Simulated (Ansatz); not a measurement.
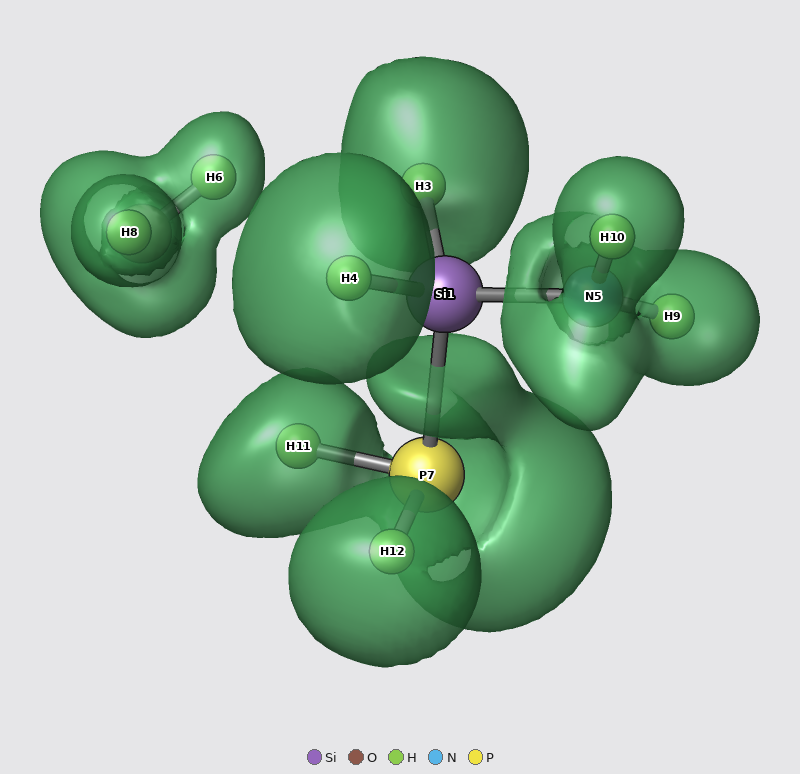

H6NPSi···H2O. Isosurface of the ELF at 0.75 (green), seen at a tilt. Core shells and regions of very low density are left out.

The product side of a reaction path; geometry: PBE0-D4/def2-TZVP.

Computed with Ansatz 0.2.0, RKS PBE0-D4/def2-TZVPP.

Input

```
crystal:
  periodic: [false, false, false]
  atoms:
    - {symbol: Si, position_ang: [-0.270359, 0.510593, 0.271742]}
    - {symbol: O, position_ang: [-0.055265, -2.840319, -0.488632]}
    - {symbol: H, position_ang: [-1.476365, -0.231045, -0.226111]}
    - {symbol: H, position_ang: [0.275939, -0.289711, 1.402451]}
    - {symbol: N, position_ang: [-0.577560, 2.080590, 0.892527]}
    - {symbol: H, position_ang: [-0.888502, -2.361623, -0.460618]}
    - {symbol: P, position_ang: [1.085530, 0.737561, -1.501669]}
    - {symbol: H, position_ang: [0.272939, -2.810500, 0.413323]}
    - {symbol: H, position_ang: [-0.857840, 2.825142, 0.274898]}
    - {symbol: H, position_ang: [-0.968371, 2.199865, 1.812808]}
    - {symbol: H, position_ang: [1.196707, -0.667397, -1.674288]}
    - {symbol: H, position_ang: [2.263145, 0.846743, -0.716331]}
basis:
  gaussian: {orbitals: def2-TZVPP}
hamiltonian: {xc: pbe0, dispersion: d4}
output: {orbitals: {seedname: orbitals}}
```

Run with:

```sh
ansatz run in.yaml --threads 4 --pin off --events-out ev --progress --plain --max-ram 9574MiB
```

Q: Where are the electrons localised?

A: The ELF exceeds this value in two regions around hydrogen nuclei, one joined region spread over several atoms (H, N), in which their bonds and any lone pairs are merged, one joined region spread over several atoms (H, O), in which their bonds and any lone pairs are merged and one joined region spread over several atoms (H, P), in which their bonds and any lone pairs are merged.

Values along the shortest contacts:
Si1···H6 (3.03 Å): the ELF dips to about 0.05 between them (a non-bonded, intermolecular contact). Si–N (1.72 Å): the ELF peaks at about 0.90 between the atoms, as expected for a shared but strongly polarised pair.
